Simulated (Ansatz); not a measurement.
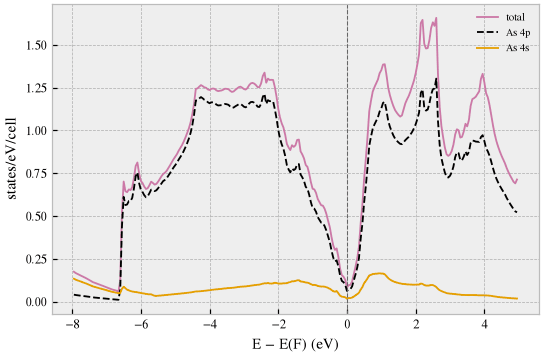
Figure: Total and projected density of states of As (A7 (α-As type), R-3m), DFT-LDA in the program Ansatz with PAW potentials

Question: Which orbitals carry the states next to the Fermi level?

Answer: Within 0.5 eV of the Fermi level: As 4p 79 %, As 4s 17 %. Projections are on Löwdin-orthogonalised atomic valence shells; empty p or d shells of many metals are not among them.

Question: Where is the tallest occupied peak in this window, and what makes it?

Answer: Near -2.4 eV, about 1.3 states/eV per cell; the largest projected share is As 4p.

The cell was relaxed with LDA under the symmetry of its start. Scalar-relativistic: spin–orbit coupling is off unless named, which matters more the heavier the elements.

Potentials: the later of the program's two PAW sets.
